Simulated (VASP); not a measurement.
Band structure of CsCl (CsCl type). These are AM05 GGA, VASP's PBE PAW potentials (set 64) (plane waves; VASP) values and carry that method's errors.

Unless said otherwise, spin-orbit coupling is left out, though it shifts the bands of the heavy elements here.

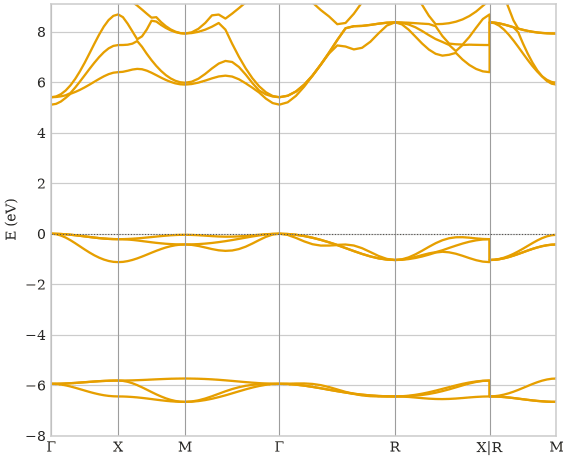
*Bands along high-symmetry lines, zero at the valence-band maximum or, without a gap, the Fermi level*

Problem. Read the plot: is there a gap, and where are the band edges?

Solution. The gap is direct, 5.11 eV, from the valence maximum at Γ to the conduction minimum at Γ. (Edges off the drawn lines would not show.)

Measured: gap 8.35 eV at 80 K (computed value off by -3.24 eV), as given by Wikipedia, Caesium chloride.

The compound is CsCl in the CsCl type structure. It was relaxed first.
